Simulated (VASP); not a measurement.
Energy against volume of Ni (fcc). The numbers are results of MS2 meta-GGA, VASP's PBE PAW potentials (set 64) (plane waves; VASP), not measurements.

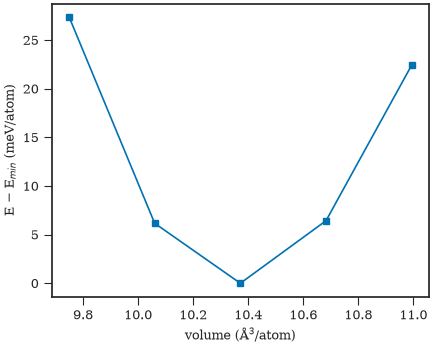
*Energy against volume*

Problem. Estimate the equilibrium volume and the bulk modulus.

Solution. The minimum lies near 10.4 Å³/atom, and the curvature gives B0 of about 210 GPa.

Measured: bulk modulus 192 GPa at 0 K (computed value off by +10.0 %), as given by Daniel Mejia-Rodriguez et al., Physical Review B (2018), arXiv:1807.09216 [0 K value with the zero-point phonon effect removed]; a 3.508 Å at 0 K (computed value off by -1.4 %), as given by Daniel Mejia-Rodriguez et al., Physical Review B (2018), arXiv:1807.09216 [static lattice: zero-point anharmonic expansion removed].

The compound is Ni in the fcc structure. It was relaxed first, which changed the volume by -5 %.
